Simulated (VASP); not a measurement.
Band structure of LiF (rock salt). Method: optB88-vdW, VASP's PBE PAW potentials (set 64) (plane waves; VASP 6.6.1).

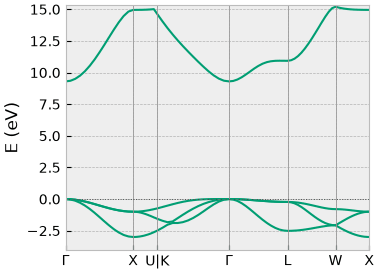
Figure. Bands along high-symmetry lines, zero at the valence-band maximum or, without a gap, the Fermi level

Task: Read the plot: is there a gap, and where are the band edges?

Result: The gap is direct, 9.30 eV, from the valence maximum at Γ to the conduction minimum at Γ. (Edges off the drawn lines would not show.)

Measured: gap 15.35 eV (computed value off by -6.05 eV), as given by Wei Chen et al., Physical Review Materials (2018), doi:10.1103/physrevmaterials.2.073803 [zero-point renormalisation of 1.15 eV added back (the table's ZPR column)].

The compound is LiF in the rock salt structure. It was relaxed first.
